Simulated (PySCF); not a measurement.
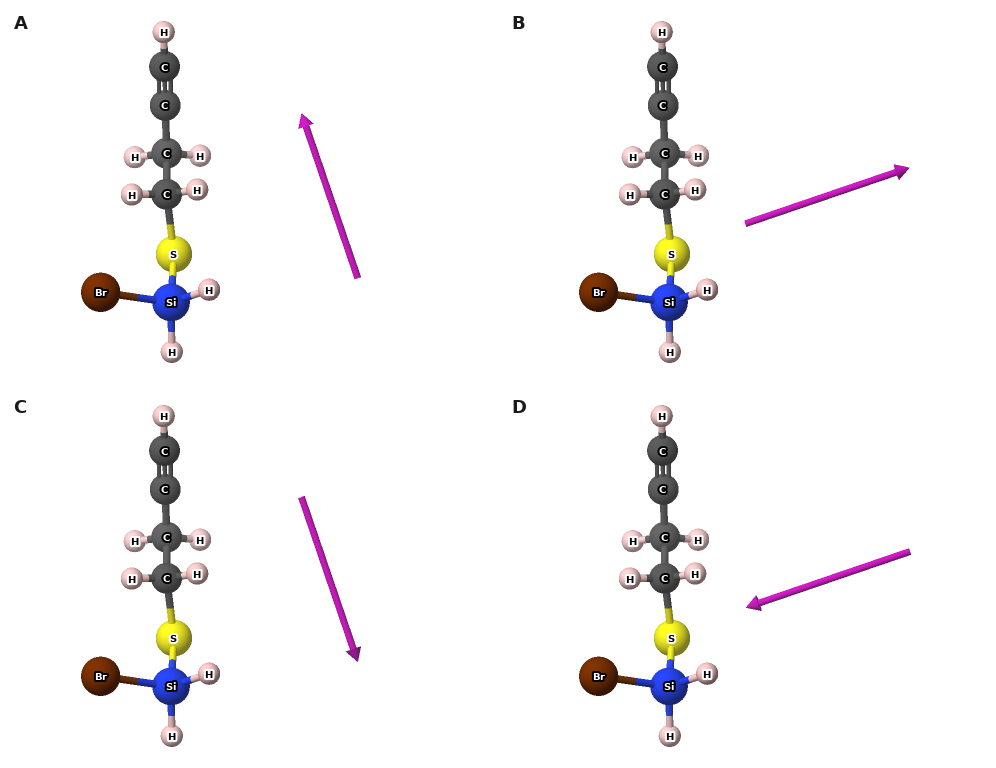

The same molecule four times, each with an arrow. Computed geometry: GFN2-xTB optimisation. No frequency run is at hand to confirm it as a minimum. Level of theory: CAM-B3LYP/def2-SVPD, gas phase (PySCF 2.14.0).

Which arrow points along the dipole moment, from the negative to the positive end?

B. The dipole moment is 1.14 D.

The geometry is semi-empirical. Around Br, Si such bond lengths and angles can be off by a tenth of an ångström or more and by several degrees, and values that hang on the shape move with them.
